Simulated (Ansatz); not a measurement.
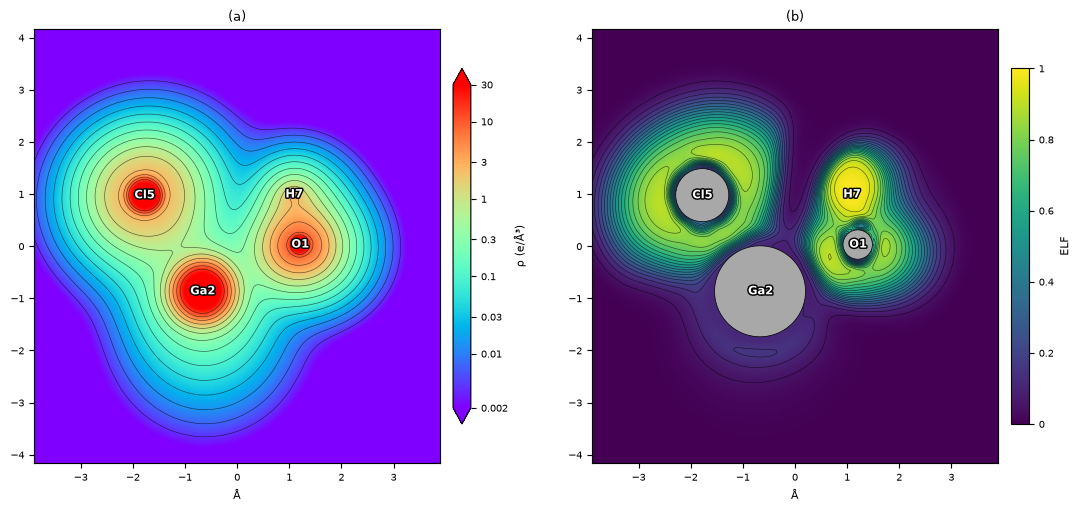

Figure. Cl3GaH2O (SMILES [OH2+][Ga-]([Cl])([Cl])[Cl]). (a) total electron density; (b) electron localisation function on the plane of atoms O1, Ga2 and Cl5. Grey discs cover the atomic cores in the ELF map.

Geometry: PBE0-D4/def2-TZVP.

Level of theory: RKS PBE0-D4/def2-TZVPP (Ansatz).

Input

```
crystal:
  periodic: [false, false, false]
  atoms:
    - {symbol: O, position_ang: [-0.635770, 0.529887, 0.907932]}
    - {symbol: Ga, position_ang: [0.528858, -0.539090, -0.439477]}
    - {symbol: Cl, position_ang: [1.439776, -2.062103, 0.737218]}
    - {symbol: Cl, position_ang: [-1.104862, -1.093182, -1.725411]}
    - {symbol: Cl, position_ang: [1.737269, 1.137295, -1.038784]}
    - {symbol: H, position_ang: [-1.555145, 0.506168, 0.610644]}
    - {symbol: H, position_ang: [-0.348825, 1.452826, 0.902278]}
basis:
  gaussian: {orbitals: def2-TZVPP}
hamiltonian: {xc: pbe0, dispersion: d4}
output: {orbitals: {seedname: orbitals}}
```

Launched as:

```sh
ansatz run in.yaml --threads 4 --pin off --events-out ev --progress --plain --max-ram 10444MiB
```

What do the fields say about this system?

Answer. The section cuts through O, Ga, Cl and H sites. Ga–O (2.08 Å): the density is about 0.46 e/Å³ at the midpoint; the ELF peaks at about 0.90 in the valence shell of O, 0.6 Å from its nucleus, and is about 0.20 at the midpoint. Ga–Cl (2.15 Å): ρ at the midpoint is about 0.72 e/Å³; the ELF peaks at about 0.85 in the valence shell of Cl, 0.8 Å from its nucleus, and is about 0.60 at the midpoint. O–H (0.97 Å): ρ at the midpoint is about 3.9 e/Å³; the ELF climbs to about 1 towards the hydrogen, as it does in any bond to H (an ordinary covalent bond to hydrogen). The ELF also peaks beside Cl5, away from the bonds: lone-pair regions.
